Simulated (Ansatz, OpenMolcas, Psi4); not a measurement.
H2Se (hydrogen selenide): methods side by side

The species is H2Se (3 atoms), meant as a singlet with charge 0. As SMILES, `[SeH2]`. The coordinates come from a PBE0-D4/def2-TZVP relaxation.

```tsv
atom	x (Å)	y (Å)	z (Å)
Se	0.5607	-0.2747	0.2802
H	0.0454	1.0919	0.1439
H	-0.6061	-0.8172	-0.4241
```

Quantity: the atomisation enthalpy at 298 K, in kJ/mol. The values are calculated. The thermal term (zero-point and 298 K enthalpy, harmonic and unscaled) is that of PBE0-D4/def2-TZVP; the spin-orbit lowering of the free atoms at 298 K, 11.3 kJ/mol by their spectra, is taken off.

**The experiment to reproduce.** CRC Handbook of Chemistry and Physics gives the atomisation enthalpy at 298 K of the gas as 633 kJ/mol.

```csv
level,kind,program,value (kJ/mol),computed − measured,CPU time (all runs)
HF/def2-TZVPPD,Hartree–Fock,Ansatz,428,-205,2.6 s
SVWN5/def2-TZVPPD,LDA,Ansatz,748,+115,5.7 s
revPBE/def2-TZVPPD,GGA,Ansatz,626,-7,8.2 s
M06-L/def2-TZVPPD,meta-GGA,OpenMolcas,639,+6,37 s
PBE0/def2-TZVPPD,global hybrid,Ansatz,634,+1,7.5 s
wB97M-V/def2-TZVPPD,range-separated hybrid,Ansatz,642,+9,49 s
RPA@PBE/def2-TZVPPD,RPA,Ansatz,620,-13,12 s
CCSD(T)/def2-TZVPPD,coupled cluster or CI,Ansatz,639,+6,9.8 s
CCSD/def2-TZVPPD,coupled cluster or CI,Psi4,630,-3,58 s
FCI/STO-3G,exact in the basis,Ansatz,674,+41,0.3 s
```

Nearest: PBE0/def2-TZVPPD (+1 kJ/mol); farthest: HF/def2-TZVPPD (-205 kJ/mol). Computed less measured by kind, in kJ/mol (of the ab initio rows, those in def2-TZVPPD): Hartree–Fock -205; LDA +115; GGA -7; meta-GGA +6; global hybrid +1; range-separated hybrid +9; RPA -13; coupled cluster or CI -3 to +6. In a finite basis correlated wave-function methods underbind, so their errors here aren't those of the basis-set limit. The measured heats of formation of B, Si, Al and metal atoms are uncertain by some kJ/mol each. All-electron rows without a relativistic Hamiltonian named are non-relativistic. High-level rows in very small sets aren't better than simpler rows in larger ones. In the correlated wave-function rows the outer d shell of Se is correlated, in sets not made for it. In so small a basis fixed costs decide the times, and correlated methods can beat functionals. Times are those of the runs behind each value, whatever else they computed, on shared processors of several kinds: orders of magnitude only.

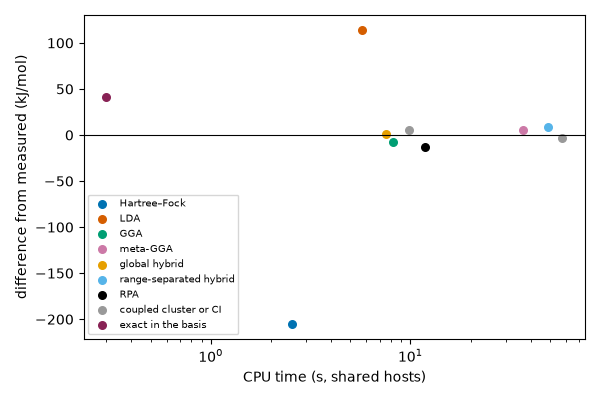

Difference from the measured value against processor time, one point a level.
